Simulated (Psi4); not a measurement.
# doublet CO+: levels of theory compared

Wanted: a comparison of 6 runs (U-revPBE/aug-cc-pVTZ, U-wB97X/aug-cc-pVTZ, UB3LYP/aug-cc-pVTZ, UBHLYP/aug-cc-pVTZ, UCAM-B3LYP/aug-cc-pVTZ, UM06-L/aug-cc-pVTZ) of doublet CO+. 

The calculation is run with Psi4 1.11.

2 further runs of the same task are left out: 2 set aside as unsound or not needed.

### 1 The molecule

The species is CO+ (2 atoms), meant as a doublet with charge +1. As SMILES of the parent species, `[C-]#[O+]`. Geometry: relaxed at PBE0-D4/def2-TZVP. That shape belongs to the parent species and isn't relaxed for this state.

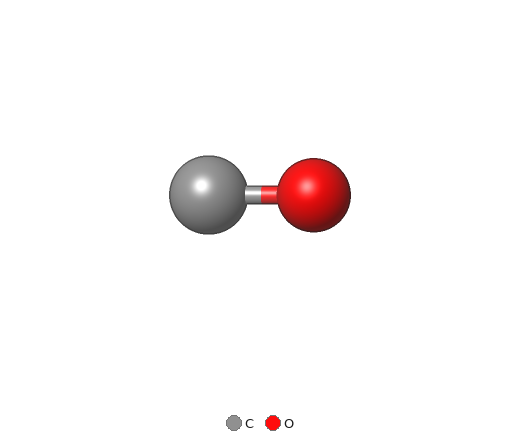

The structure, seen from a chosen angle (carbon grey, oxygen red).

### 2 The energy at U-revPBE/aug-cc-pVTZ (run 1)

The input, co.json:

```json
{
 "schema_name": "qcschema_input",
 "schema_version": 1,
 "molecule": {
  "schema_name": "qcschema_molecule",
  "schema_version": 2,
  "symbols": ["C", "O"],
  "geometry": [0.90687957, -0.29309652, 0.4671403, -0.90687957, 0.29309652, -0.4671403],
  "molecular_charge": 1,
  "molecular_multiplicity": 2,
  "fix_symmetry": "c1",
  "fix_com": true,
  "fix_orientation": true
 },
 "driver": "energy",
 "model": {
  "method": "revpbe",
  "basis": "aug-cc-pVTZ"
 },
 "keywords": {
  "reference": "uks",
  "puream": true,
  "e_convergence": 1e-09,
  "d_convergence": 1e-08,
  "scf_type": "pk",
  "dft_radial_points": 99,
  "dft_spherical_points": 590,
  "maxiter": 200
 }
}
```

Started as:

```console
$ psi4 --qcschema co.json -n 1 --memory 1600MB
```

stdout:

```text
[...]
  Running in c1 symmetry.
[...]
  Nuclear repulsion =   22.611783245024757
[...]
  Multiplicity = 2
[...]
  Nalpha       = 7
  Nbeta        = 6
[...]
    Number of basis functions: 92
[...]
   @UKS iter   1:  -112.73154254636029    1.54868e-01   5.42426e-03 DIIS/ADIIS
[...]
   @UKS iter  11:  -112.81950412707162   -6.05382e-12   1.54723e-09 DIIS
[...]
   @S^2 Observed:                7.645639208E-01
[...]
  @UKS Final Energy:  -112.81950412707162
   => Energetics <=
    Nuclear Repulsion Energy =             22.6117832450247569
    One-Electron Energy =                -192.7873959620979747
    Two-Electron Energy =                  70.8706342620770045
    DFT Exchange-Correlation Energy =     -13.5145256720754059
    Empirical Dispersion Energy =           0.0000000000000000
    VV10 Nonlocal Energy =                  0.0000000000000000
    Total Energy =                       -112.8195041270716246
[...]
 Multipole Moments:
 ------------------------------------------------------------------------------------
     Multipole            Electronic (a.u.)      Nuclear  (a.u.)        Total (a.u.)
 ------------------------------------------------------------------------------------
 L = 1.  Multiply by 2.5417464519 to convert [e a0] to [Debye]
 Dipole X            :          2.5413787           -1.8137591            0.7276195
 Dipole Y            :         -0.8213541            0.5861930           -0.2351610
 Dipole Z            :          1.3090827           -0.9342806            0.3748021
 Magnitude           :                                                    0.8515912
[...]
```

The result, in JSON:

```text
{
 "driver": "energy",
 "model": {
  "method": "revpbe",
  "basis": "aug-cc-pVTZ"
 },
 "success": true,
 "return_result": -112.81950412707162,
 "properties": {
  "calcinfo_nbasis": 92,
  "calcinfo_nmo": 92,
  "calcinfo_nalpha": 7,
  "calcinfo_nbeta": 6,
  "calcinfo_natom": 2,
  "nuclear_repulsion_energy": 22.611783245024757,
  "return_energy": -112.81950412707162,
  "scf_one_electron_energy": -192.78739596209797,
  "scf_two_electron_energy": 70.870634262077,
  "scf_xc_energy": -13.514525672075406,
  "scf_dipole_moment": [0.7276195242013657, -0.23516104837101393, 0.37480213918730354],
  "scf_total_energy": -112.81950412707162,
  "scf_iterations": 11
 }
}
```

Wall time 12 s (1 thread of Intel Xeon Platinum 8259CL at 2.50GHz (Skylake/Cascade Lake), shared host); peak memory 0.65 GiB.

### 3 Energy and gradient at U-wB97X/aug-cc-pVTZ (run 2)

The input, co_ase.py:

```python
import numpy as np
from ase.calculators.psi4 import Psi4
from ase import Atoms

a = Atoms(['C', 'O'], positions=[
    [0.479900, -0.155100, 0.247200],
    [-0.479900, 0.155100, -0.247200],
])
calc = Psi4(atoms=a, method='wb97x', basis='aug-cc-pVTZ', memory='1600MB', num_threads=1, charge=1, multiplicity=2, label='psi4-calc', reference='uks')
calc.psi4.set_options({'puream': True, 'e_convergence': 1e-09, 'd_convergence': 1e-08, 'scf_type': 'pk', 'dft_radial_points': 99, 'dft_spherical_points': 590, 'maxiter': 200})
a.calc = calc

forces = a.get_forces()
print(f'energy: {a.get_potential_energy():.6f} eV')
print('forces / eV A^-1')
print(np.round(forces, 5))
```

Started as:

```console
$ python co_ase.py
```

psi4-calc.dat:

```text
[...]
  Running in c1 symmetry.
[...]
  Nuclear repulsion =   22.611783293223226
[...]
  Multiplicity = 2
[...]
  Nalpha       = 7
  Nbeta        = 6
[...]
    Number of basis functions: 92
[...]
   @UKS iter   1:  -112.71582300516887   -1.33404e-01   4.87606e-03 DIIS/ADIIS
[...]
   @UKS iter  11:  -112.80832427309096   -1.97716e-10   9.41530e-09 DIIS
[...]
   @S^2 Observed:                7.716809322E-01
[...]
  @UKS Final Energy:  -112.80832427309096
   => Energetics <=
    Nuclear Repulsion Energy =             22.6117832932232261
    One-Electron Energy =                -192.7991495138977598
    Two-Electron Energy =                  67.0940495987906758
    DFT Exchange-Correlation Energy =      -9.7150076512071042
    Empirical Dispersion Energy =           0.0000000000000000
    VV10 Nonlocal Energy =                  0.0000000000000000
    Total Energy =                       -112.8083242730909603
[...]
  -Total Gradient:
     Atom            X                  Y                   Z
    ------   -----------------  -----------------  -----------------
       1        0.032549822287    -0.010519852963     0.016766651530
       2       -0.032475694749     0.010495895511    -0.016728467893
[...]
```

On the terminal:

```text
energy: -3069.670859 eV
forces / eV A^-1
[[-1.67378  0.54095 -0.86218]
 [ 1.66997 -0.53972  0.86021]]
```

Run time: 27 s. Hardware: 1 thread of Intel Xeon Platinum 8259CL at 2.50GHz (Skylake/Cascade Lake), shared host; peak memory 0.74 GiB.

Run 3 isn't shown in full; the table further down has it.

### 4 Energy and forces at UBHLYP/aug-cc-pVTZ (run 4)

The input, input.json:

```json
{
 "schema_name": "qcschema_input",
 "schema_version": 1,
 "molecule": {
  "schema_name": "qcschema_molecule",
  "schema_version": 2,
  "symbols": ["C", "O"],
  "geometry": [0.90687957, -0.29309652, 0.4671403, -0.90687957, 0.29309652, -0.4671403],
  "molecular_charge": 1,
  "molecular_multiplicity": 2,
  "fix_symmetry": "c1"
 },
 "driver": "gradient",
 "model": {
  "method": "bhhlyp",
  "basis": "aug-cc-pVTZ"
 },
 "keywords": {
  "reference": "uks",
  "puream": true,
  "e_convergence": 1e-09,
  "d_convergence": 1e-08,
  "scf_type": "pk",
  "dft_radial_points": 99,
  "dft_spherical_points": 590,
  "maxiter": 200,
  "scf_properties": ["MULLIKEN_CHARGES", "LOWDIN_CHARGES", "QUADRUPOLE"]
 }
}
```

Started as:

```console
$ psi4 --qcschema input.json -n 1 --memory 1600MB
```

stdout:

```text
[...]
  Running in c1 symmetry.
[...]
  Nuclear repulsion =   22.611783245024760
[...]
  Multiplicity = 2
[...]
  Nalpha       = 7
  Nbeta        = 6
[...]
    Number of basis functions: 92
[...]
   @UKS iter   1:  -112.68136052099142   -4.71969e-02   5.13183e-03 ADIIS/DIIS
[...]
   @UKS iter  12:  -112.77936643436651   -2.97007e-12   2.73819e-09 DIIS
[...]
   @S^2 Observed:                7.769627551E-01
[...]
  @UKS Final Energy:  -112.77936643436651
   => Energetics <=
    Nuclear Repulsion Energy =             22.6117832450247604
    One-Electron Energy =                -192.7797280740848009
    Two-Electron Energy =                  64.3753901936736952
    DFT Exchange-Correlation Energy =      -6.9868117989801508
    Empirical Dispersion Energy =           0.0000000000000000
    VV10 Nonlocal Energy =                  0.0000000000000000
    Total Energy =                       -112.7793664343665085
[...]
  Mulliken Charges: (a.u.)
   Center  Symbol    Alpha    Beta     Spin     Total
       1     C     3.14357  2.04382  1.09975  0.81262
       2     O     3.85643  3.95618 -0.09975  0.18738
   Total alpha =  7.00000, Total beta =  6.00000, Total charge =  1.00000
  Lowdin Charges: (a.u.)
   Center  Symbol    Alpha    Beta     Spin     Total
       1     C     3.22044  2.30084  0.91961  0.47872
       2     O     3.77956  3.69916  0.08039  0.52128
  Total alpha =  7.00000, Total beta =  6.00000, Total charge =  1.00000
[...]
  -Total Gradient:
     Atom            X                  Y                   Z
    ------   -----------------  -----------------  -----------------
       1       -0.000000000000     0.000000000000     0.076491446220
       2       -0.000000000000     0.000000000000    -0.076491467922
[...]
```

The result, in JSON:

```text
{
 "driver": "gradient",
 "model": {
  "method": "bhhlyp",
  "basis": "aug-cc-pVTZ"
 },
 "success": true,
 "return_result": [-2.5227721647049315e-14, 1.1831904584575677e-14, 0.07649144622022541, -7.683079705464288e-14, 1.8580385400807423e-15, -0.07649146792232048],
 "properties": {
  "calcinfo_nbasis": 92,
  "calcinfo_nmo": 92,
  "calcinfo_nalpha": 7,
  "calcinfo_nbeta": 6,
  "calcinfo_natom": 2,
  "nuclear_repulsion_energy": 22.61178324502476,
  "return_energy": -112.77936643436651,
  "return_gradient": [-2.5227721647049315e-14, 1.1831904584575677e-14, 0.07649144622022541, -7.683079705464288e-14, 1.8580385400807423e-15, -0.07649146792232048],
  "scf_one_electron_energy": -192.7797280740848,
  "scf_two_electron_energy": 64.3753901936737,
  "scf_xc_energy": -6.986811798980151,
  "scf_dipole_moment": [3.6294282277165128e-16, -2.2482435168444035e-15, 1.1712722606158084],
  "scf_total_energy": -112.77936643436651,
  "scf_total_gradient": [-2.5227721647049315e-14, 1.1831904584575677e-14, 0.07649144622022541, -7.683079705464288e-14, 1.8580385400807423e-15, -0.07649146792232048],
  "scf_iterations": 12
 }
}
```

It took 18 s on 1 thread of Intel Xeon Platinum 8259CL at 2.50GHz (Skylake/Cascade Lake), shared host; peak memory 0.65 GiB.

Run 5 isn't shown in full; the table further down has it.

### 5 Energy and gradient at UM06-L/aug-cc-pVTZ (run 6)

The input, calc.dat:

```
memory 1600 mb

molecule m {
  1 2
  C      0.479900    -0.155100     0.247200
  O     -0.479900     0.155100    -0.247200
  units angstrom
  symmetry c1
}

set basis aug-cc-pVTZ
set reference uks
set puream true
set e_convergence 1e-09
set d_convergence 1e-08
set scf_type pk
set dft_radial_points 99
set dft_spherical_points 590
set maxiter 200

gradient("m06-l")
```

Started as:

```console
$ psi4 -i calc.dat -o calc.out -n 1
```

calc.out:

```text
[...]
  Running in c1 symmetry.
[...]
  Nuclear repulsion =   22.611783293223233
[...]
  Multiplicity = 2
[...]
  Nalpha       = 7
  Nbeta        = 6
[...]
    Number of basis functions: 92
[...]
   @UKS iter   1:  -112.74719850562893    9.26119e-02   5.20131e-03 DIIS/ADIIS
[...]
   @UKS iter  14:  -112.83623242000134   -6.53699e-13   2.42723e-09 DIIS
[...]
   @S^2 Observed:                7.688484681E-01
[...]
  @UKS Final Energy:  -112.83623242000134
   => Energetics <=
    Nuclear Repulsion Energy =             22.6117832932232332
    One-Electron Energy =                -192.8669586298901208
    Two-Electron Energy =                  70.9770228831272902
    DFT Exchange-Correlation Energy =     -13.5580799664617313
    Empirical Dispersion Energy =           0.0000000000000000
    VV10 Nonlocal Energy =                  0.0000000000000000
    Total Energy =                       -112.8362324200013376
[...]
  -Total Gradient:
     Atom            X                  Y                   Z
    ------   -----------------  -----------------  -----------------
       1        0.000000000000    -0.000000000000     0.029481936051
       2        0.000000000000    -0.000000000000    -0.029453566310
[...]
```

Wall time 35 s (1 thread of Intel Xeon Platinum 8259CL at 2.50GHz (Skylake/Cascade Lake), shared host); peak memory 0.74 GiB.

### 6 The series

```tsv
run	level	task	energy (Eh)	HOMO energy (eV)	LUMO energy (eV)	⟨S²⟩	wall time
1	U-revPBE/aug-cc-pVTZ	energy	-112.819504	-21.78	-18.18	0.765	12 s
2	U-wB97X/aug-cc-pVTZ	gradient	-112.808324	-26.20	-15.32	0.772	27 s
3	UB3LYP/aug-cc-pVTZ	gradient	-112.837567	-23.37	-17.68	0.765	20 s
4	UBHLYP/aug-cc-pVTZ	gradient	-112.779366	-25.15	-15.98	0.777	18 s
5	UCAM-B3LYP/aug-cc-pVTZ	gradient	-112.791301	-25.21	-16.13	0.767	30 s
6	UM06-L/aug-cc-pVTZ	gradient	-112.836232	-21.99	-17.66	0.769	35 s
```

### 7 Summary of results

```
                                 quantity          value
                      run 6: total energy  -112.83623 Eh
run 6: HOMO energy (highest over α and β)      -21.99 eV
 run 6: LUMO energy (lowest over α and β)      -17.66 eV
                              run 6: ⟨S²⟩          0.769
          run 6: largest force on an atom     1.516 eV/Å
```

Totals of different functionals can't be ranked against each other. All runs together took 2.4 min, the longest 35 s.
